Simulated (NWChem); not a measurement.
C2H7Ga: single-point calculation

The run: single-point calculation of C2H7Ga. Method and program: HF/3-21G, RHF (NWChem 7.3.0).

A bond length was changed on purpose from its optimised value.

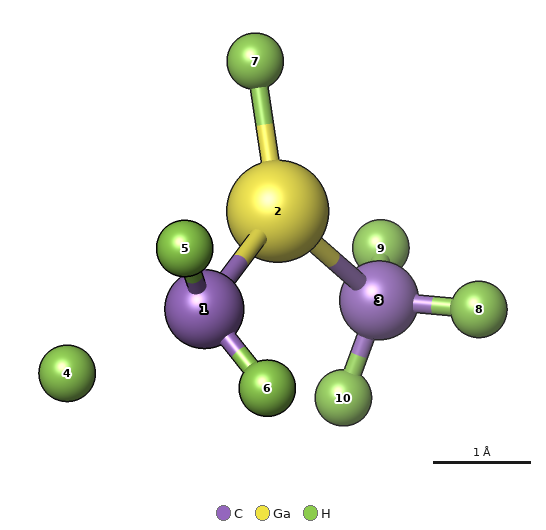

The structure as given in the input (ball-and-stick view, seen at a tilt; atoms are numbered from 1 in the order of the input). Sticks mark near contacts. Bond lengths as drawn: C–Ga 1.97 Å, C–H 1.09 to 1.10 Å and Ga–H 1.58 Å.

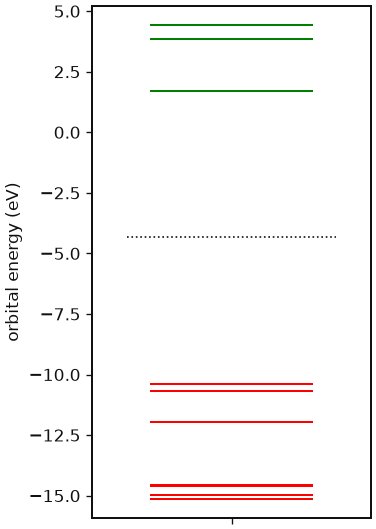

Orbital energies near the frontier; the dotted line parts filled from empty levels, and levels within 0.02 eV of each other stand side by side. Highest filled −10.40 eV, lowest empty 1.72 eV, 12.12 eV apart.

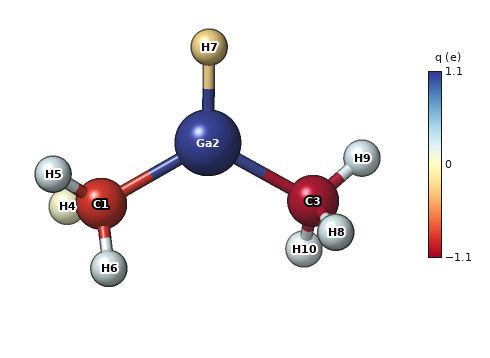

Mulliken charges, as the colour of each atom (ball-and-stick view, seen at a tilt; atoms are numbered from 1 in the order of the input). By element: C −1.04 to −0.87, Ga +1.05 and H −0.23 to +0.22 e.

The input that produced these results follows, with the program's output.

## The input
```python
from ase.io import read
from ase.calculators.nwchem import NWChem

atoms = read('c2h7ga.xyz')

calc = NWChem(
    label='c2h7ga',
    theory='scf',
    memory='2200 mb',
    basis='3-21G',
    basispar='spherical bse',
    scf={'nopen': '0', 'rhf': None, 'thresh': '1e-08', 'maxiter': '80'},
    task='energy',
)
atoms.calc = calc

print("Total energy (eV):", round(atoms.get_potential_energy(), 6))
print("dipole (e A):", atoms.get_dipole_moment().round(4))
```

## File c2h7ga.xyz
```
10
C2H7Ga energy
C     -0.828242     1.407109    -0.293585
Ga     0.884158     0.530409     0.136915
C      0.916658    -1.057191     1.305115
H     -1.533700     0.614200    -1.548200
H     -0.700242     2.448109    -0.593285
H     -1.524542     1.359509     0.546815
H      2.232458     1.100809    -0.454385
H      0.922858    -0.729691     2.350515
H      1.804458    -1.671591     1.148715
H      0.025558    -1.673991     1.168315
```

## File c2h7ga.nwi
```
title "c2h7ga"

permanent_dir c2h7ga

scratch_dir c2h7ga

start c2h7ga

geometry units angstrom nocenter noautosym noautoz
  C  -8.2824200000000003e-01 1.4071089999999999e+00 -2.9358499999999998e-01
  Ga 8.8415800000000000e-01 5.3040900000000002e-01 1.3691500000000001e-01
  C  9.1665799999999997e-01 -1.0571910000000000e+00 1.3051150000000000e+00
  H  -1.5337000000000001e+00 6.1419999999999997e-01 -1.5482000000000000e+00
  H  -7.0024200000000003e-01 2.4481090000000001e+00 -5.9328499999999995e-01
  H  -1.5245420000000001e+00 1.3595090000000001e+00 5.4681500000000005e-01
  H  2.2324579999999998e+00 1.1008089999999999e+00 -4.5438499999999998e-01
  H  9.2285799999999996e-01 -7.2969099999999998e-01 2.3505150000000001e+00
  H  1.8044579999999999e+00 -1.6715910000000000e+00 1.1487149999999999e+00
  H  2.5558000000000001e-02 -1.6739910000000000e+00 1.1683150000000000e+00
end

memory 2200 mb

basis spherical bse noprint
   * library 3-21G
end

scf
  nopen 0
  rhf
  thresh 1e-08
  maxiter 80
end

task scf energy
```

Run as:
```bash
export ASE_NWCHEM_COMMAND="nwchem PREFIX.nwi > PREFIX.nwo"
python run.py
```

## Log
```
Total energy (eV): -54235.968017
dipole (e A): [-0.0326  0.0341  0.1613]
```

## Key numbers

| quantity | value |
| --- | --- |
| outcome | converged |
| total energy | −1993.135078 hartree |
| basis functions | 54 |
| HOMO | −10.40 eV |
| LUMO | 1.72 eV |
| dipole moment | 0.81 D |
| hardware | 1 thread of AMD EPYC (Zen 3), 32 GiB of memory available, shared host |
| wall time | 5.4 s |
| peak memory | 0.096 GiB |
